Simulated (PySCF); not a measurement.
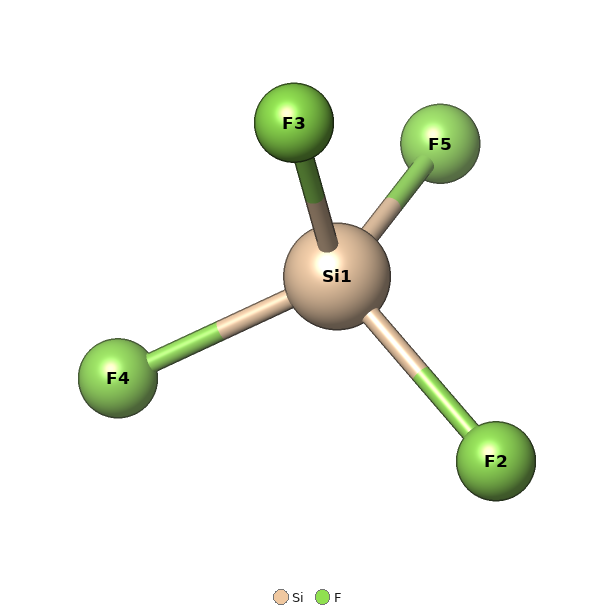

The computed structure is the end point of a PBE0-D3(BJ)/def2-SVP optimisation. No frequency run is at hand to confirm it as a minimum. Method: delta-SCF UKS SCAN, pcX-2 on the ionised atom (unc-x2c-TZVPall on a metal), pcseg-1 elsewhere, spin-free X2C (PySCF 2.14.0).

Give the core-electron binding energies (to vacuum; p and d levels without spin–orbit splitting) of Si1 1s, Si1 2p, F2 1s.

```csv
atom,level,binding energy (eV)
Si1,1s,1852.5
Si1,2p,112.2
F2,1s,694.5
```
